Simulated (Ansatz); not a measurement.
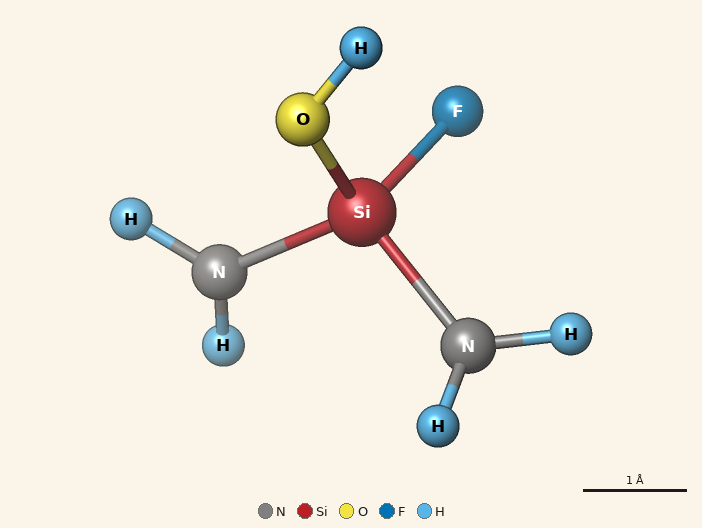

Atoms fade into the background with distance from the viewer. The geometry was computed by an optimisation with PBE0-D4/def2-TZVP. Masses are those of the most abundant isotopes; constants are for the rigid equilibrium geometry.

What kind of rotor is it, and what are its rotational constants in GHz?

An asymmetric top (C1): A = 4.09, B = 3.93, C = 3.45 GHz. Ray's parameter κ is 0.49, nearer the oblate limit.
